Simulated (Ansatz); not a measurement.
# The dipole moment down a group: C to Ge

All atoms of one element are swapped for its congeners: C2H3F3 (1,1,1-trifluoroethane) `CC(F)(F)F`; Si(SiH3)F3; Ge(GeH3)F3. All are singlets with charge 0.

Shapes, held fixed at every level: PBE0-D4/def2-TZVP. Programs: Ansatz 0.2.0. Values in D.

```json
{"level": "PBE-D4/def2-TZVPP", "C2H3F3": "2.14", "Si(SiH3)F3": "1.93", "Ge(GeH3)F3": "3.92"}
{"level": "r2SCAN-D4/def2-TZVPP", "C2H3F3": "2.23", "Si(SiH3)F3": "1.97", "Ge(GeH3)F3": "4.02"}
{"level": "B3LYP-D4/def2-TZVPP", "C2H3F3": "2.29", "Si(SiH3)F3": "2.07", "Ge(GeH3)F3": "4.16"}
{"level": "wB97M-V/def2-TZVPP", "C2H3F3": "2.28", "Si(SiH3)F3": "2.06", "Ge(GeH3)F3": "4.17"}
{"level": "measured", "C2H3F3": "2.32", "Si(SiH3)F3": "–", "Ge(GeH3)F3": "–"}
```

At wB97M-V/def2-TZVPP the dipole moment isn't monotonic: it is largest for Ge and smallest for Si (4.17 and 2.06 D). Every level shows the same order. Measured values: NIST CCCBDB. Relativity is left out for Ge unless named.

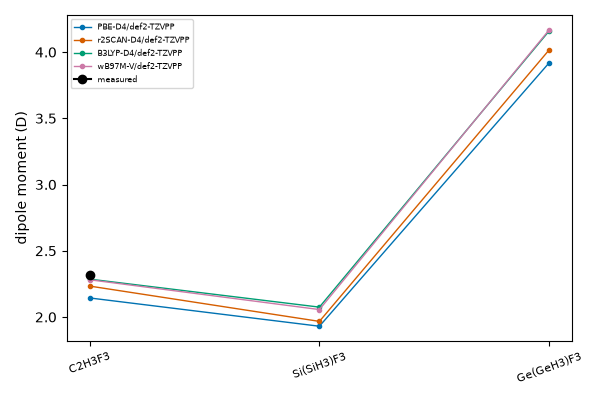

The trend along the series, level by level.
